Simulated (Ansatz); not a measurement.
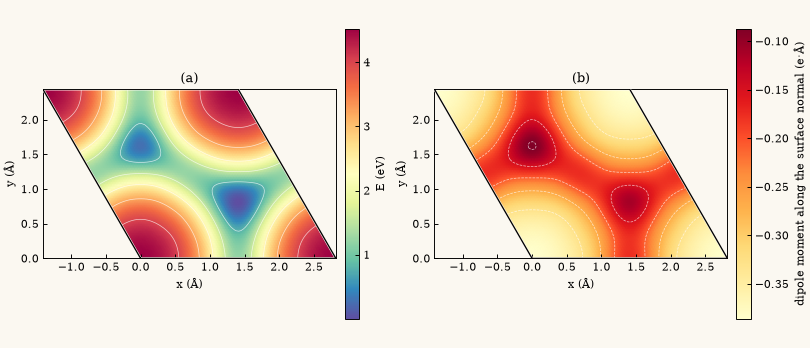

N on an Al(111) slab cut from the Fm-3m phase, its upper half relaxed before the scan (12 atoms of substrate and one adsorbate in a 2 × 2 cell). N is moved over the surface cell; relaxed at each place: the height of the adsorbate's atoms; substrate rigid; the origin of the map has the adsorbate above Al9. Places are given modulo a cell vector. The map is drawn in real space over the plane of the surface. The scan uses a 6 × 6 grid; 10 points were computed and 26 follow by symmetry. Places are given in fractions of the 1 × 1 surface cell. Energies: eV, counted from the lowest grid point. Computed with DFT LDA, scalar-relativistic, plane waves, PAW (Ansatz). Settings: cutoff 420 eV, k-mesh 6×6×1, gaussian smearing 0.1 eV, no spin polarisation.

Panel (a) is the energy; panel (b) is the computed dipole moment along the surface normal, in e·Å.

In the figure: a smooth colour map with a few white contour lines, the outline of one cell of the plane. Between grid points the surface is interpolated.

How does the dipole moment along the surface normal vary over the map, and what is it at the lowest grid point?

Answer. It runs from −0.39 e·Å at the top site over a surface Al atom, (0/6, 0/6) of the cell vectors to −0.09 e·Å at a threefold hollow over a second-layer Al atom, (2/6, 4/6) of the cell vectors. At the lowest grid point, a threefold hollow over a third-layer Al atom, (4/6, 2/6) of the cell vectors, it is −0.11 e·Å.

```csv
"second ↓, first →",0/6,1/6,2/6,3/6,4/6,5/6
5/6,−0.36,−0.31,−0.19,−0.19,−0.31,−0.36
4/6,−0.28,−0.19,−0.09,−0.19,−0.28,−0.31
3/6,−0.18,−0.19,−0.19,−0.18,−0.20,−0.20
2/6,−0.28,−0.31,−0.28,−0.20,−0.11,−0.20
1/6,−0.36,−0.36,−0.31,−0.20,−0.20,−0.31
0/6,−0.39,−0.36,−0.28,−0.18,−0.28,−0.36
```
